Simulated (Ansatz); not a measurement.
HClF2

Input file:

```
crystal:
  lattice:
    - [3.7514785308, 0.0, 0.0]
    - [-1.8757392654, 3.2488757094, 0.0]
    - [0.0, 0.0, 5.992597866]
  atoms:
    - { symbol: H, position: [0.0, 0.0, 0.5] }
    - { symbol: Cl, position: [0.0, 0.0, 0.0] }
    - { symbol: F, position: [0.0, 0.0, 0.3128112326] }
    - { symbol: F, position: [0.0, 0.0, 0.6871887674] }
basis:
  ecutwfc: 420
kpoints:
  mp_grid: { grid: [12, 12, 6] }
hamiltonian:
  xc: pbe
  dispersion: d3bj
scf:
  occupations: { method: gaussian, width: 0.02 }
output:
  forces: true
  stress: true
  eigenvalues: true
  write_density: true
  write_potential: true
  elf: true
  volumetric_format: npy
relax:
  adjacent_minimum: "off"
  f_tol: 0.01
  max_steps: 30
  cell: { stress_tol: 0.1, fix: [volume] }
```

Launched as:

```sh
ansatz run input.yaml --threads 1 --pin off --max-ram 2560MiB --backend cpu --events-out ev --progress --plain --runs-dir out
```

Below, planes, directions and counts refer to the conventional cell (a = 3.73 Å, b = 3.73 Å, c = 6.05 Å, α = 90.00°, β = 90.00°, γ = 120.00°).

The fields are those of the relaxed geometry.

Space group P6/mmm; a structure generated by program, which may or may not match a known phase; changed on purpose from its base cell (volume × 0.97, shape and atoms relaxed).

Computed with DFT PBE+D3(BJ), scalar-relativistic, plane waves, PAW in Ansatz 0.2.0.

What will maps of the valence pseudo-density and electron localisation function show?

F–H (1.13 Å): ρ at the midpoint is about 2.7 e/Å³; the ELF peaks at about 0.80 between the atoms.
Cl–F (1.89 Å): ρ at the midpoint is about 0.76 e/Å³; the ELF peaks at about 0.75 in the valence shell of F, 0.5 Å from its nucleus, and drops to about 0.35 between the two atoms.

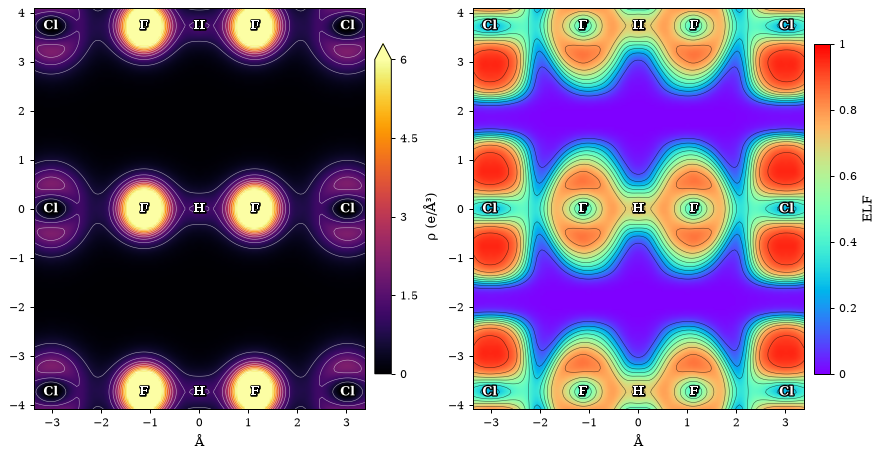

Computed valence pseudo-density and electron localisation function on the (11̄0) plane of the conventional cell, in this order. 

In a PAW calculation such maps are meaningful between the atoms, not at the nuclei.
